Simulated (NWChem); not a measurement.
**C2H5F (SMILES CCF) at 6 levels**

We compute a comparison of 6 runs (M06-L/aug-cc-pVDZ, BLYP/aug-cc-pVDZ, PBE0/aug-cc-pVDZ, TPSS/aug-cc-pVDZ, r2SCAN/aug-cc-pVDZ, revPBE/aug-cc-pVDZ) of C2H5F. 

The calculation is run with NWChem 7.3.0.

## (1) The system as given

C2H5F: 8 atoms, total charge 0, spin state singlet. SMILES: `CCF`. The C1–H5 distance was set to 1.637 Å, away from the relaxed value. At this shape a bond of the SMILES string is far longer than usual.

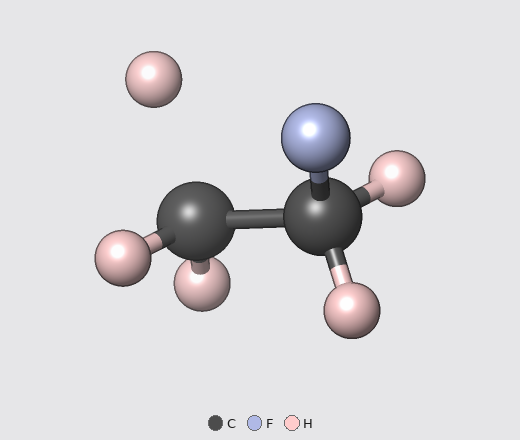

The structure, seen from a chosen angle (carbon dark grey, fluorine light blue, hydrogen pink).

## (2) The energy at M06-L/aug-cc-pVDZ (run 1)

Contents of c2h5f.nw:

```
START c2h5f
TITLE "C2H5F"
memory total 2200 mb
charge 0

GEOMETRY noautosym nocenter noautoz
C     -0.656833     0.351117     0.183265
C      0.153267    -0.814883     0.678365
F      1.438167    -0.402183     0.994365
H     -1.669033     0.021617    -0.064735
H      0.018600     0.998500    -1.160400
H     -0.725433     1.127217     0.947665
H      0.238867    -1.597283    -0.081935
H     -0.281433    -1.251783     1.582665
END

BASIS spherical bse
* library aug-cc-pVDZ
END

DFT
xc m06-l
grid fine
convergence energy 1e-08
maxiter 100
mulliken
print low
END

TASK dft energy
```

On the command line:

```
nwchem c2h5f.nw > c2h5f.out
```

What it wrote:

```text
[...]
 d= 0,ls=0.0,diis     1   -178.9300944991 -2.57D+02  1.19D-02  4.19D-01     3.9
[...]
 d= 0,ls=0.0,diis    12   -178.9789356707 -7.31D-10  2.37D-07  2.66D-09    38.4
         Total DFT energy =     -178.978935670677
      One electron energy =     -399.010963306963
           Coulomb energy =      165.224688196471
    Exchange-Corr. energy =      -23.042134127561
 Nuclear repulsion energy =       77.849473567376
[...]
      Total Density - Mulliken Population Analysis
     ---------------------------------------------
    Atom       Charge   Shell Charges
 -----------   ------   -------------------------------------------------------
    1 C    6     5.94   2.02  0.69  0.36 -0.01  1.97  0.85 -0.00  0.04  0.02
    2 C    6     5.25   2.02  0.69  0.24 -0.05  2.00  0.25 -0.00  0.11 -0.00
    3 F    9     9.50   2.01  0.91  1.05  0.10  3.30  2.02  0.09  0.00  0.02
    4 H    1     1.09   0.78  0.32  0.01  0.03 -0.04
    5 H    1     0.88   0.58  0.32  0.00  0.01 -0.03
    6 H    1     1.10   0.78  0.30  0.02  0.03 -0.02
    7 H    1     1.12   0.79  0.34  0.01  0.03 -0.05
    8 H    1     1.12   0.79  0.35  0.01  0.03 -0.05
[...]
```

It took 39 s on 1 thread of AMD EPYC 7B13 (Zen 3), shared host; peak memory 0.11 GiB.

## (3) A single-point energy at BLYP/aug-cc-pVDZ (run 2)

Contents of run.py:

```python
from ase import Atoms
from ase.calculators.nwchem import NWChem

system = Atoms('CCFHHHHH', positions=[
    [-0.656833, 0.351117, 0.183265],
    [0.153267, -0.814883, 0.678365],
    [1.438167, -0.402183, 0.994365],
    [-1.669033, 0.021617, -0.064735],
    [0.018600, 0.998500, -1.160400],
    [-0.725433, 1.127217, 0.947665],
    [0.238867, -1.597283, -0.081935],
    [-0.281433, -1.251783, 1.582665],
])

calc = NWChem(
    label='test',
    theory='dft',
    memory='2200 mb',
    basis='aug-cc-pVDZ',
    basispar='spherical bse',
    dft={'xc': 'becke88 lyp', 'mult': '1', 'grid': 'fine', 'convergence': 'energy 1e-08', 'iterations': '100', 'mulliken': None},
    task='energy',
)
system.calc = calc

print(f"energy = {system.get_potential_energy():.6f} eV")
print("dipole (e A):", system.get_dipole_moment().round(4))
```

On the command line:

```
export ASE_NWCHEM_COMMAND="nwchem PREFIX.nwi > PREFIX.nwo"
python run.py
```

What it wrote:

```text
energy = -4869.559919 eV
dipole (e A): [-0.3939 -0.1398  0.0052]
```

The calculator wrote test.nwi:

```
title "test"

permanent_dir test

scratch_dir test

start test

geometry units angstrom nocenter noautosym noautoz
  C  -6.5683300000000000e-01 3.5111700000000001e-01 1.8326500000000001e-01
  C  1.5326699999999999e-01 -8.1488300000000002e-01 6.7836500000000000e-01
  F  1.4381670000000000e+00 -4.0218300000000001e-01 9.9436500000000005e-01
  H  -1.6690330000000000e+00 2.1617000000000001e-02 -6.4735000000000001e-02
  H  1.8599999999999998e-02 9.9850000000000005e-01 -1.1604000000000001e+00
  H  -7.2543299999999999e-01 1.1272169999999999e+00 9.4766499999999998e-01
  H  2.3886700000000000e-01 -1.5972830000000000e+00 -8.1934999999999994e-02
  H  -2.8143299999999999e-01 -1.2517830000000001e+00 1.5826650000000000e+00
end

memory 2200 mb

basis spherical bse noprint
   * library aug-cc-pVDZ
end

dft
  xc becke88 lyp
  mult 1
  grid fine
  convergence energy 1e-08
  iterations 100
  mulliken
end

task dft energy
```

test.nwo:

```text
Northwest Computational Chemistry Package (NWChem) 7.3.0
             --------------------------------------------------------

           Job information
           ---------------

    nwchem branch   = 7.3.0
    use scalapack   = T
    input           = test.nwi
    prefix          = test.
    data base       = test/test.db
    status          = startup
    nproc           =        1

           Memory information
           ------------------

    heap     =     72089600 doubles =      550.0 Mbytes
    stack    =     72089597 doubles =      550.0 Mbytes
    global   =    144179200 doubles =     1100.0 Mbytes (distinct from heap & stack)
    total    =    288358397 doubles =     2200.0 Mbytes
    verify   = yes
    hardfail = no

[... 101 lines left out ...]
  convergence criterion.
[... 18 lines left out ...]
          Convergence on density requested:  1.00D-05
[... 21 lines left out ...]
          Convergence Information
[... 58 lines left out ...]
   convergence    iter        energy       DeltaE   RMS-Dens  Diis-err    time
[... 16 lines left out ...]
           Coulomb energy =      165.022181013390
[... 7 lines left out ...]
                       DFT Final Molecular Orbital Analysis
[... 828 lines left out ...]
 center of mass
 --------------
 x =   0.74124520 y =  -0.54732685 z =   1.19839883

 moments of inertia (a.u.)
 ------------------
          89.690949385477          38.098963283575         -49.810378780954
          38.098963283575         182.220551235162          23.544298099186
         -49.810378780954          23.544298099186         199.143174240307

     Multipole analysis of the density
     ---------------------------------

     L   x y z        total         alpha         beta         nuclear
     -   - - -        -----         -----         ----         -------
     0   0 0 0     -0.000000    -13.000000    -13.000000     26.000000

     1   1 0 0     -0.744446     -7.462168     -7.462168     14.179890
[... 8 lines of this table left out ...]
     2   0 0 2    -14.721206    -37.039319    -37.039319     59.357432

 Task  times  cpu:       30.4s     wall:       30.4s
 Total times  cpu:       30.4s     wall:       30.4s
```

Wall time 32 s (1 thread of AMD EPYC 7B13 (Zen 3), shared host); peak memory 0.12 GiB.

Run 3 isn't shown in full; the table further down has it.

## (4) A single-point energy at TPSS/aug-cc-pVDZ (run 4)

Contents of nw.nw:

```
start nw
memory total 2200 mb
geometry units bohr noautosym nocenter noautoz
   C     -1.24123448     0.66351497     0.34632066
   C      0.28963265    -1.53990569     1.28192406
   F      2.71774175    -0.76001572     1.87907752
   H     -3.15401526     0.04085021    -0.12233142
   H      0.03514891     1.88689154    -2.19283820
   H     -1.37086969     2.13013141     1.79082731
   H      0.45139321    -3.01842741    -0.15483471
   H     -0.53183129    -2.36552704     2.99080340
end
basis spherical bse
   * library aug-cc-pVDZ
end
dft
   xc xtpss03 ctpss03
   grid fine
   convergence energy 1e-08
   iterations 100
   mulliken
   noprint "final vectors analysis"
end
task dft
```

On the command line:

```
nwchem nw.nw > nw.out
```

What it wrote:

```text
[...]
          Wavefunction type:  closed shell.
          No. of atoms     :     8
          No. of electrons :    26
[...]
          Charge           :     0
          Spin multiplicity:     1
[...]
          AO basis - number of functions:   114
[...]
              XC Information
              --------------
                  TPSS metaGGA Exchange Functional  1.000
             TPSS03 metaGGA Correlation Functional  1.000
[...]
 d= 0,ls=0.0,diis     1   -178.9789762339 -2.57D+02  1.15D-02  4.52D-01     3.8
[...]
 d= 0,ls=0.0,diis    10   -179.0355141022 -9.22D-09  4.33D-07  7.28D-09    31.7
         Total DFT energy =     -179.035514102172
      One electron energy =     -398.914180400103
           Coulomb energy =      165.107247372003
    Exchange-Corr. energy =      -23.078049040892
 Nuclear repulsion energy =       77.849467966819
[...]
      Total Density - Mulliken Population Analysis
     ---------------------------------------------
    Atom       Charge   Shell Charges
 -----------   ------   -------------------------------------------------------
    1 C    6     5.92   2.02  0.67  0.39  0.13  2.00  0.63  0.02  0.05  0.01
    2 C    6     5.07   2.02  0.68  0.23 -0.02  2.03  0.06 -0.03  0.12 -0.01
    3 F    9     9.42   2.01  0.90  1.05  0.09  3.32  1.92  0.11  0.00  0.02
    4 H    1     1.14   0.78  0.37  0.00  0.03 -0.04
    5 H    1     0.79   0.59  0.24  0.00  0.01 -0.05
    6 H    1     1.16   0.78  0.36  0.01  0.03 -0.02
    7 H    1     1.25   0.80  0.47 -0.00  0.02 -0.03
    8 H    1     1.26   0.79  0.47  0.01  0.02 -0.04
[...]
```

Wall time 32 s (1 thread of AMD EPYC 7B13 (Zen 3), shared host); peak memory 0.11 GiB.

Run 5 isn't shown in full; the table further down has it.

## (5) The energy at revPBE/aug-cc-pVDZ (run 6)

Contents of c2h5f.nw:

```
start c2h5f
title "C2H5F revPBE"
memory stack 880 mb heap 220 mb global 1100 mb

geometry noautosym nocenter noautoz
  C    -0.656833    0.351117    0.183265
  C     0.153267   -0.814883    0.678365
  F     1.438167   -0.402183    0.994365
  H    -1.669033    0.021617   -0.064735
  H     0.018600    0.998500   -1.160400
  H    -0.725433    1.127217    0.947665
  H     0.238867   -1.597283   -0.081935
  H    -0.281433   -1.251783    1.582665
end

basis spherical bse
  * library aug-cc-pVDZ
end

dft
  xc revpbe cpbe96
  grid fine
  convergence energy 1e-08
  iterations 100
  mulliken
  print medium
end

task dft
```

On the command line:

```
nwchem c2h5f.nw > c2h5f.out
```

What it wrote:

```text
[...]
          Wavefunction type:  closed shell.
          No. of atoms     :     8
          No. of electrons :    26
[...]
          Charge           :     0
          Spin multiplicity:     1
[...]
          AO basis - number of functions:   114
[...]
              XC Information
              --------------
                        RevPBE Exchange Functional  1.000
            Perdew 1991 LDA Correlation Functional  1.000 local
           PerdewBurkeErnz. Correlation Functional  1.000 non-local
[...]
 d= 0,ls=0.0,diis     1   -178.8966488144 -2.57D+02  1.38D-02  5.36D-01     3.5
[...]
 d= 0,ls=0.0,diis    11   -178.9557163316 -1.92D-09  1.47D-07  5.75D-10    30.5
         Total DFT energy =     -178.955716331563
      One electron energy =     -398.856176405810
           Coulomb energy =      165.029720317185
    Exchange-Corr. energy =      -22.978733810314
 Nuclear repulsion energy =       77.849473567376
[...]
      Total Density - Mulliken Population Analysis
     ---------------------------------------------
    Atom       Charge   Shell Charges
 -----------   ------   -------------------------------------------------------
    1 C    6     5.94   2.02  0.66  0.45  0.17  2.01  0.56  0.03  0.04 -0.00
    2 C    6     4.99   2.02  0.67  0.26 -0.02  2.04 -0.03 -0.04  0.12 -0.02
    3 F    9     9.42   2.01  0.89  1.06  0.10  3.32  1.90  0.12  0.00  0.02
    4 H    1     1.15   0.78  0.39  0.00  0.03 -0.04
    5 H    1     0.76   0.59  0.21 -0.00  0.01 -0.05
    6 H    1     1.17   0.78  0.38  0.01  0.03 -0.02
    7 H    1     1.27   0.79  0.50 -0.00  0.03 -0.04
    8 H    1     1.29   0.79  0.51  0.01  0.03 -0.05
[...]
```

Run time: 31 s. Hardware: 1 thread of AMD EPYC 7B13 (Zen 3), shared host; peak memory 0.11 GiB.

## (6) All runs side by side

```
run               level  energy (Eh)  wall time
  1   M06-L/aug-cc-pVDZ  -178.978936       39 s
  2    BLYP/aug-cc-pVDZ  -178.953028       32 s
  3    PBE0/aug-cc-pVDZ  -178.812616       29 s
  4    TPSS/aug-cc-pVDZ  -179.035514       32 s
  5  r2SCAN/aug-cc-pVDZ  -178.913229       33 s
  6  revPBE/aug-cc-pVDZ  -178.955716       31 s
```

## (7) What came out

| quantity | value |
| --- | --- |
| run 6: total energy | -178.95572 Eh |
| run 6: dipole moment | 1.95 D |
| run 6: HOMO energy | -7.43 eV |
| run 6: LUMO energy | -1.49 eV |
| run 6: HOMO–LUMO gap | 5.94 eV |

**Reading.** Over runs 2, 3, 4, 5, 6 the dipole moment (its size) runs from 1.95 D (revPBE/aug-cc-pVDZ) to 2.05 D (PBE0/aug-cc-pVDZ). Over runs 2, 3, 5, 6 the HOMO–LUMO gap runs from 5.89 eV (BLYP/aug-cc-pVDZ) to 8.10 eV (PBE0/aug-cc-pVDZ). Totals of different functionals can't be ranked against each other. All runs together took 3.3 min, the longest 39 s.
